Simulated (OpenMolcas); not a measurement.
# AlCl3 (aluminium trichloride (monomer)): an attempt with OpenMolcas

Wanted: the excited states of AlCl3 (aluminium trichloride (monomer)).

Program for the calculation: OpenMolcas 26.06.

### Step 1. The molecule

AlCl3 has 4 atoms, charge 0, and is taken as a singlet. As SMILES, `Cl[Al](Cl)Cl`. Geometry: relaxed at PBE0-D4/def2-TZVP.

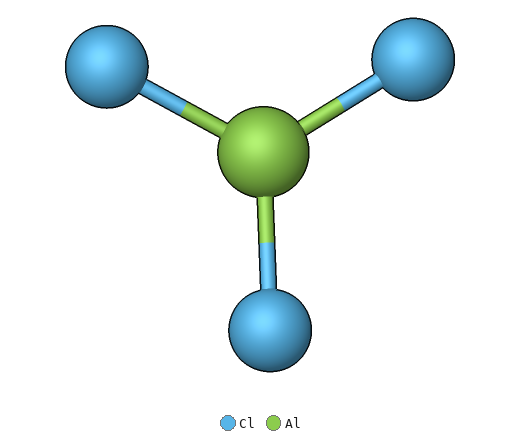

Viewed from a chosen angle; chlorine blue, aluminium green.

### Step 2. The input as written

Contents of coord.xyz:

```xyz
4

Cl    -1.135050    -0.108440     1.726210
Al     0.000010     0.000000    -0.000020
Cl     1.741960    -1.104030    -0.163630
Cl    -0.606920     1.212480    -1.562570
```

Contents of step17.input:

```
* AlCl3 CASPT2
&gateway
coord
coord.xyz
basis
6-31G
group
NoSym
&seward
&rasscf
fileorb
$CurrDir/step2.RasOrb
spin
1
nactel
4 0 0
inactive
30
ras2
4
ciroot
23 23 1
orblisting
Nothing
&caspt2
multistate
all
```

Started as:

```bash
$ export MOLCAS_MEM=1860
$ pymolcas step17.input > step17.log
```

What it wrote:

```text
--- Start Module: gateway ---

                                              &GATEWAY

                       available to each process: 1.9 GB of memory, 1 thread

++    Symmetry information:
      ---------------------

                    Character Table for C1

                             E
                    a        1  x, y, xy, Rz, z, xz, Ry, yz, Rx, I
--

++    Basis set information:
      ----------------------

      Basis set label: CL.6-31G.........

      Electronic valence basis set:
      ------------------
      Associated Effective Charge  17.000000 au
      Associated Actual Charge     17.000000 au
      Nuclear Model: Point charge

      Shell  nPrim  nBasis  Cartesian Spherical Contaminant
         s      16       4        X
         p      10       3        X

      Basis set label: AL.6-31G.........

      Electronic valence basis set:
      ------------------
      Associated Effective Charge  13.000000 au
      Associated Actual Charge     13.000000 au
      Nuclear Model: Point charge

      Shell  nPrim  nBasis  Cartesian Spherical Contaminant
         s      16       4        X
         p      10       3        X

      Basis set label: CL.6-31G.........

[... 96 lines left out ...]
      Nuclear repulsion energy =  297.62398919
[... 18 lines left out ...]
      Symmetry species                           1
                                                 a
      Frozen orbitals                            0
      Inactive orbitals                         30
      Active orbitals                            4
      RAS1 orbitals                              0
      RAS2 orbitals                              4
      RAS3 orbitals                              0
      Secondary orbitals                        18
      Deleted orbitals                           0
      Number of basis functions                 52
--

++    CI expansion specifications:
      ----------------------------

      Number of CSFs                            20
      Number of spin combinations               21
      Number of determinants                    36
      Number of root(s) required                23
      Root chosen for geometry opt.             23
      CI roots used                              1     2     3     4     5     6     7     8     9    10
                                                11    12    13    14    15    16    17    18    19    20
                                                21    22    23
      weights                                0.043 0.043 0.043 0.043 0.043 0.043 0.043 0.043 0.043 0.043
                                             0.043 0.043 0.043 0.043 0.043 0.043 0.043 0.043 0.043 0.043
                                             0.043 0.043 0.043
      highest root included in the CI           23
      max. size of the explicit Hamiltonian     20
--
 ************ ERROR ***********
  You can't ask for more roots
  than there are configurations
 ******************************

--- Stop Module: rasscf /rc=_RC_INPUT_ERROR_ ---

.####################.
.# User input error #.
.####################.

    Timing: Wall=1.06 User=0.77 System=0.26
```

It took 1.2 s on 1 thread of Intel Xeon 6975P-C (Granite Rapids), shared host; peak memory 0.38 GiB.

### Step 3. Diagnosis

The job stopped with an error part of the way.

The telling line is `You can't ask for more roots`. What is wrong: more states are asked for than the space holds.
